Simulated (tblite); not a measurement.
# Run report: C₂HF₃O₂, saddle-point search

The run: saddle-point search of C₂HF₃O₂. Method and program: GFN2-xTB saddle search (eigenvector following) and harmonic vibrations, gas phase (tblite 0.8.0).

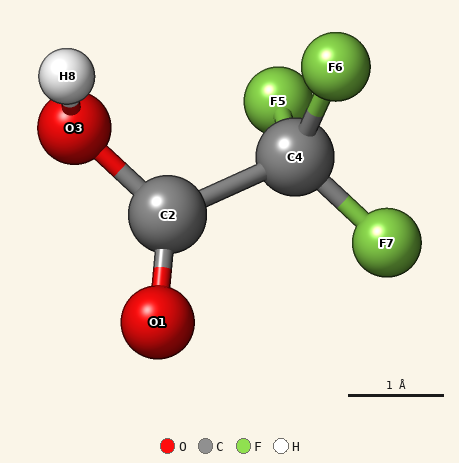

*The structure as given in the input (ball-and-stick view, seen at a tilt; atoms are numbered from 1 in the order of the input).*

Bond lengths as drawn: C–C 1.57 Å, C–F 1.33 to 1.35 Å, C–O 1.18 to 1.34 Å and H–O 0.96 Å.

### Input file
```
{"job": {"xc": "GFN2-xTB", "basis": "xTB", "kind": "saddle"}, "charge": 0, "multiplicity": 1}
O      0.938658     1.613049    -0.096499
C      0.614932     0.476864    -0.169353
O      1.402353    -0.550833    -0.514962
C     -0.862284    -0.000919     0.073436
F     -1.325197    -0.708307    -0.958481
F     -0.887156    -0.807296     1.152587
F     -1.701284     1.002811     0.300779
H      1.819977    -1.025370     0.212494
```

The first line tells a small driver script what to run in tblite; the rest is the geometry in Å.

Command:
```bash
OMP_NUM_THREADS=1 python <driver script> task.json out
```

### Log
```
step      E/eV     max force
  0    -737.25853   0.0291
  1    -737.26026   0.2452
  2    -737.25996   0.0551
  3    -737.26081   0.0738
  4    -737.26144   0.0597
  5    -737.26182   0.0830
  6    -737.26203   0.0122
  7    -737.26205   0.0092
  8    -737.26205   0.0020
lowest wavenumbers (cm-1): -662.6 30.7 177.2 199.3 355.6 396.5
```

### Trajectory as extended XYZ (Å, eV, eV/Å), 9 frames, from step=0 to step=8
```
8
Properties=species:S:1:pos:R:3:forces:R:3 step=0 energy=-737.25853
O     0.9387    1.6130   -0.0965   -0.0240   0.0000  -0.0070
C     0.6149    0.4769   -0.1694   -0.0080  -0.0080   0.0000
O     1.4024   -0.5508   -0.5150   -0.0090   0.0080   0.0210
C    -0.8623   -0.0009    0.0734    0.0180   0.0060  -0.0030
F    -1.3252   -0.7083   -0.9585   -0.0090  -0.0040   0.0000
F    -0.8872   -0.8073    1.1526   -0.0070  -0.0130  -0.0070
F    -1.7013    1.0028    0.3008    0.0260   0.0130   0.0010
H     1.8200   -1.0254    0.2125    0.0120  -0.0030  -0.0060
8
Properties=species:S:1:pos:R:3:forces:R:3 step=1 energy=-737.26026
O     0.9190    1.6147   -0.1904   -0.0500  -0.2400  -0.0060
C     0.6118    0.4690   -0.1892    0.0780   0.1370  -0.0140
O     1.4131   -0.5700   -0.4675   -0.0130   0.0560   0.0690
C    -0.8625   -0.0053    0.0701   -0.0700  -0.0130   0.0030
F    -1.3684   -0.6423   -0.9911    0.0350   0.0620   0.1090
F    -0.8760   -0.8739    1.1019   -0.0160   0.0680  -0.0880
F    -1.6731    1.0045    0.3782    0.0670  -0.1070  -0.0240
H     1.8361   -0.9968    0.2880   -0.0320   0.0360  -0.0490
8
Properties=species:S:1:pos:R:3:forces:R:3 step=2 energy=-737.25996
O     0.9257    1.6121   -0.1340    0.0100   0.0540  -0.0050
C     0.6133    0.4716   -0.1766   -0.0170  -0.0300   0.0040
O     1.4100   -0.5562   -0.4952    0.0020  -0.0130  -0.0160
C    -0.8623   -0.0042    0.0723    0.0150   0.0030  -0.0030
F    -1.3455   -0.6818   -0.9697   -0.0100  -0.0100  -0.0270
F    -0.8882   -0.8343    1.1319    0.0040  -0.0200   0.0190
F    -1.6837    1.0062    0.3304   -0.0140   0.0240   0.0100
H     1.8307   -1.0135    0.2408    0.0090  -0.0080   0.0170
8
Properties=species:S:1:pos:R:3:forces:R:3 step=3 energy=-737.26081
O     0.9210    1.6131   -0.1720   -0.0150  -0.0720  -0.0060
C     0.6123    0.4696   -0.1848    0.0220   0.0410  -0.0050
O     1.4122   -0.5650   -0.4767   -0.0020   0.0140   0.0250
C    -0.8625   -0.0050    0.0711   -0.0200  -0.0040   0.0020
F    -1.3607   -0.6551   -0.9833    0.0090   0.0210   0.0310
F    -0.8811   -0.8604    1.1118   -0.0030   0.0190  -0.0300
F    -1.6761    1.0048    0.3623    0.0210  -0.0320  -0.0040
H     1.8348   -1.0019    0.2717   -0.0110   0.0140  -0.0140
8
Properties=species:S:1:pos:R:3:forces:R:3 step=4 energy=-737.26144
O     0.9172    1.6111   -0.2086   -0.0130  -0.0580  -0.0060
C     0.6114    0.4670   -0.1942    0.0230   0.0270   0.0020
O     1.4148   -0.5726   -0.4580   -0.0020   0.0150   0.0280
C    -0.8626   -0.0059    0.0691   -0.0230  -0.0060   0.0020
F    -1.3771   -0.6279   -0.9945    0.0100   0.0210   0.0340
F    -0.8737   -0.8850    1.0896   -0.0060   0.0210  -0.0300
F    -1.6673    1.0013    0.3938    0.0240  -0.0350  -0.0080
H     1.8373   -0.9880    0.3028   -0.0130   0.0150  -0.0210
8
Properties=species:S:1:pos:R:3:forces:R:3 step=5 energy=-737.26182
O     0.9123    1.6083   -0.2446   -0.0180  -0.0810   0.0000
C     0.6107    0.4635   -0.2017    0.0250   0.0490  -0.0040
O     1.4178   -0.5793   -0.4396   -0.0020   0.0140   0.0230
C    -0.8630   -0.0074    0.0679   -0.0220  -0.0050  -0.0020
F    -1.3928   -0.6010   -1.0045    0.0120   0.0190   0.0350
F    -0.8706   -0.9086    1.0682   -0.0050   0.0220  -0.0260
F    -1.6570    0.9982    0.4232    0.0190  -0.0320  -0.0080
H     1.8426   -0.9737    0.3310   -0.0110   0.0130  -0.0190
8
Properties=species:S:1:pos:R:3:forces:R:3 step=6 energy=-737.26203
O     0.9092    1.6052   -0.2660   -0.0020  -0.0120  -0.0010
C     0.6103    0.4612   -0.2064    0.0040   0.0060   0.0000
O     1.4201   -0.5824   -0.4285    0.0000   0.0030   0.0040
C    -0.8631   -0.0084    0.0671   -0.0040  -0.0010   0.0000
F    -1.4021   -0.5844   -1.0094    0.0020   0.0030   0.0060
F    -0.8693   -0.9222    1.0548   -0.0010   0.0030  -0.0050
F    -1.6502    0.9954    0.4407    0.0040  -0.0060  -0.0010
H     1.8451   -0.9645    0.3476   -0.0020   0.0020  -0.0030
8
Properties=species:S:1:pos:R:3:forces:R:3 step=7 energy=-737.26205
O     0.9079    1.6040   -0.2763   -0.0020  -0.0090   0.0000
C     0.6101    0.4601   -0.2086    0.0030   0.0050  -0.0010
O     1.4211   -0.5841   -0.4232    0.0000   0.0020   0.0030
C    -0.8632   -0.0088    0.0667   -0.0030  -0.0010   0.0000
F    -1.4066   -0.5766   -1.0119    0.0010   0.0020   0.0040
F    -0.8685   -0.9287    1.0485   -0.0010   0.0030  -0.0030
F    -1.6472    0.9943    0.4491    0.0020  -0.0040  -0.0010
H     1.8464   -0.9602    0.3556   -0.0010   0.0010  -0.0020
8
Properties=species:S:1:pos:R:3:forces:R:3 step=8 energy=-737.26205
O     0.9072    1.6033   -0.2809    0.0000  -0.0020   0.0000
C     0.6100    0.4596   -0.2096    0.0010   0.0010   0.0000
O     1.4215   -0.5848   -0.4207    0.0000   0.0000   0.0010
C    -0.8632   -0.0090    0.0665   -0.0010   0.0000   0.0000
F    -1.4087   -0.5730   -1.0129    0.0000   0.0000   0.0010
F    -0.8682   -0.9317    1.0456    0.0000   0.0010  -0.0010
F    -1.6457    0.9937    0.4529    0.0010  -0.0010   0.0000
H     1.8470   -0.9581    0.3592    0.0000   0.0000  -0.0010
```

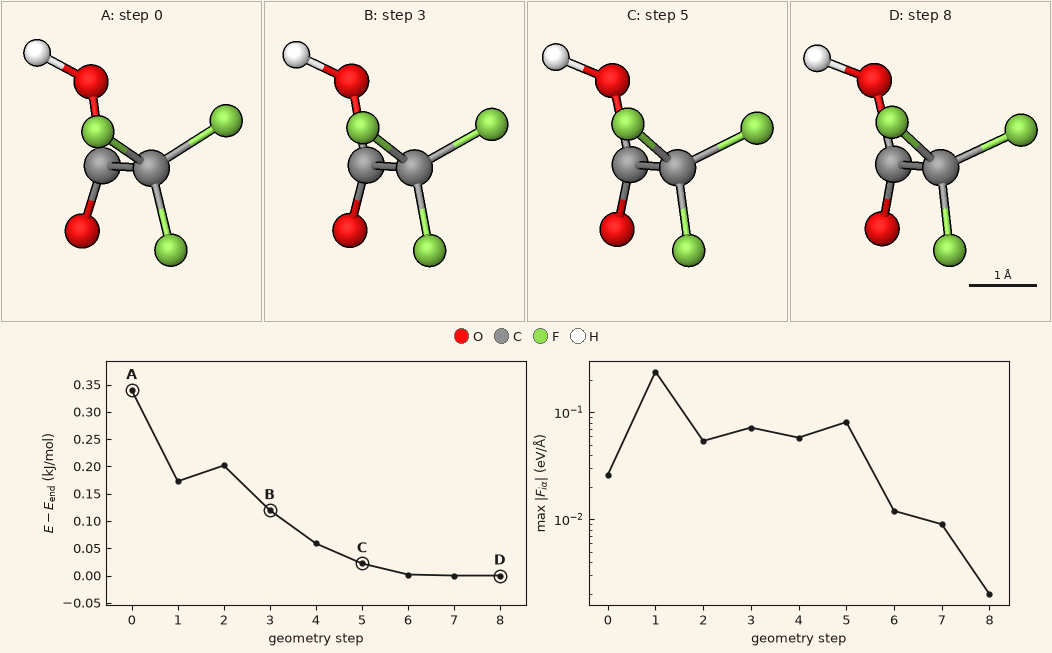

*Frames of the saddle-point search (ball-and-stick view, seen at a tilt) above the curves, on which the letters mark them (steps are counted from 0).*

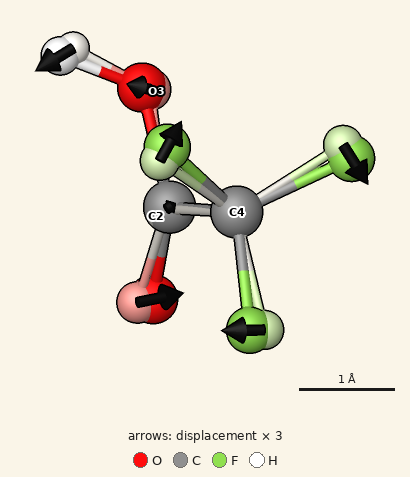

*Start (faint) and end (solid) with the displacements as black arrows, magnified 3 times (ball-and-stick view, seen at a tilt). The two geometries are laid on each other by the best rigid fit.*

O1 moves most after the best rigid fit: 0.19 Å. By element the largest moves are O 0.19 Å, F 0.17 Å, H 0.16 Å, C 0.04 Å. After 8 geometry steps the energy has fallen by 0.34 kJ/mol. Largest force component: 0.026 eV/Å at the start, 0.002 eV/Å at the end. (Atoms are counted from 1 in the order of the input.)

### Results in brief

| quantity | value |
| --- | --- |
| outcome | converged |
| total energy | −737.2621 eV |
| point group | C1 |
| hardware | 1 CPU thread, shared host |
| wall time | 0.62 s |
| peak memory | 0.19 GiB |
